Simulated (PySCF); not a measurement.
## Run report: HOF, NMR shielding calculation

- system: HOF
- method: GIAO PBE0/cc-pVTZ NMR shielding, non-relativistic, gas phase (PySCF 2.14.0)

The geometry comes from this level: PBE0-D3(BJ)/def2-SVP. Figures and captions count atoms from 1; the log counts them from 0 in places.

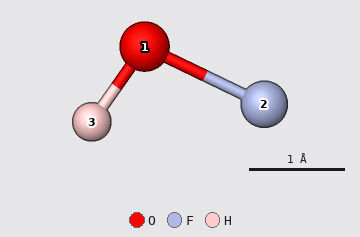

**Figure 1.** The structure (ball-and-stick view, seen at a tilt; atoms are numbered from 1 in the order of the input). Bond lengths as drawn: F–O 1.40 Å and H–O 0.97 Å.

Input:
```
{"job": {"kind": "nmr", "xc": "PBE0", "basis": "cc-pVTZ", "pop": true}, "charge": 0, "multiplicity": 1}
O     -0.294971     0.405646     0.006130
F      1.029581    -0.052216     0.002668
H     -0.751009    -0.450639    -0.028688
```

The first line tells a small driver script what to run in PySCF; the rest is the geometry in Å.

Command:
```bash
OMP_NUM_THREADS=1 python <driver script> task.json out
```

What the program printed:
```
coarse grid: 2792 points
cycle   1  E = -175.4153065657  dE =  7.646e-02  |g| = 3.449e-01  |ddm| = 2.875e+00
cycle   2  E = -175.4249581982  dE = -9.652e-03  |g| = 2.582e-01  |ddm| = 7.148e-01
cycle   3  E = -175.4344623993  dE = -9.504e-03  |g| = 5.137e-02  |ddm| = 3.309e-01
cycle   4  E = -175.4347857710  dE = -3.234e-04  |g| = 1.469e-02  |ddm| = 5.501e-02
cycle   5  E = -175.4348024433  dE = -1.667e-05  |g| = 9.920e-03  |ddm| = 1.967e-02
cycle   6  E = -175.4348178713  dE = -1.543e-05  |g| = 2.998e-04  |ddm| = 8.956e-03
cycle   7  E = -175.4348178872  dE = -1.590e-08  |g| = 7.788e-05  |ddm| = 3.992e-04
final grid: 28184 points
cycle   8  E = -175.4298418613  dE = -1.620e-05  |g| = 3.493e-03  |ddm| = 2.666e-02
cycle   9  E = -175.4298373826  dE =  4.479e-06  |g| = 6.349e-03  |ddm| = 8.818e-03
cycle  10  E = -175.4298436124  dE = -6.230e-06  |g| = 5.051e-04  |ddm| = 5.829e-03
cycle  11  E = -175.4298436432  dE = -3.077e-08  |g| = 1.452e-04  |ddm| = 5.884e-04
cycle  12  E = -175.4298436465  dE = -3.261e-09  |g| = 1.252e-05  |ddm| = 1.728e-04
cycle  13  E = -175.4298436465  dE = -2.282e-11  |g| = 2.065e-06  |ddm| = 1.066e-05
```

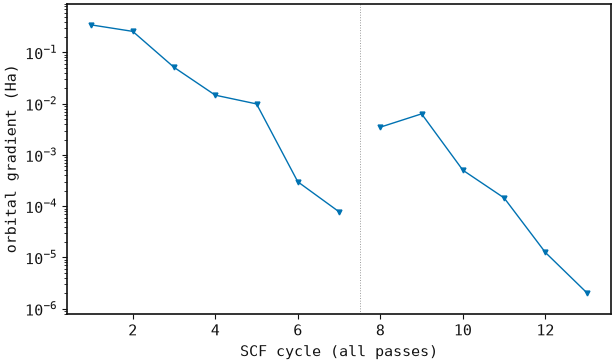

**Figure 2.** Convergence of the self-consistent field: orbital gradient against the SCF cycle. The dotted line marks the change from a coarse to the final integration grid. The first 7 cycles use a coarse grid, the final grid takes over at cycle 8, and the field converges after 13 cycles in all.

```
converged SCF energy = -175.4298436465

GIAO shielding tensors (ppm)
atom      isotropic    diamagn.    paramagn.     s11        s22        s33       span
  0 O      -55.945     378.318    -434.263   -430.488    -65.913    328.567    759.055
  1 F      223.805     465.802    -241.998      2.900    182.380    486.134    483.234
  2 H       21.251      28.637      -7.386     13.916     19.833     30.004     16.088
```

Key numbers:

- outcome: converged
- total energy: −175.429844 hartree
- HOMO: −9.01 eV
- LUMO: −0.66 eV
- dipole moment: 1.93 D
- isotropic shielding, O: −55.9 ppm
- isotropic shielding, F: 223.8 ppm
- isotropic shielding, H: 21.3 ppm
- hardware: 1 CPU thread, shared host
- wall time: 1.6 s
- peak memory: 0.28 GiB
